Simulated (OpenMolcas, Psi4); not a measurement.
# A ladder of methods for AlSiNH8 (SMILES [AlH3-][NH2+][SiH3])

AlSiNH8: 11 atoms, total charge 0, spin state singlet. As SMILES, `[AlH3-][NH2+][SiH3]`. The coordinates come from a PBE0-D4/def2-TZVP relaxation.

Quantity: the HOMO–LUMO gap, in eV. The values are calculated.

| level | kind | program | value (eV) | CPU time |
| --- | --- | --- | --- | --- |
| HF/def2-SVP | Hartree–Fock | OpenMolcas | 13.40 | 7.7 s |
| SVWN5/def2-SVP | LDA | OpenMolcas | 4.75 | 28 s |
| PBE/def2-SVP | GGA | OpenMolcas | 4.96 | 40 s |
| TPSS/def2-SVP | meta-GGA | OpenMolcas | 5.48 | 51 s |
| BHLYP/def2-SVP | global hybrid | OpenMolcas | 9.15 | 35 s |
| M06-2X/def2-SVP | hybrid meta-GGA | OpenMolcas | 9.00 | 47 s |
| PBE0/def2-SVP | global hybrid | OpenMolcas | 7.08 | 36 s |
| TPSSh-D3(BJ)/def2-SVP (density fitting) | hybrid meta-GGA | Psi4 | 6.28 | 27 s |

The values span 4.75 to 13.40 eV. Orbital gaps aren't excitation energies; they tend to grow with the share of exact exchange. CPU times are rough (shared hosts, several kinds of processor and program).

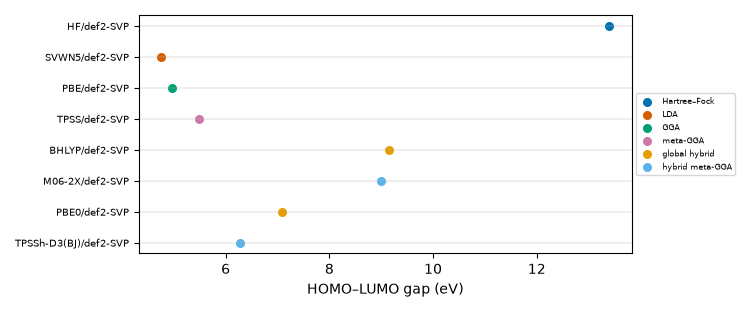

The values of the table, level by level.
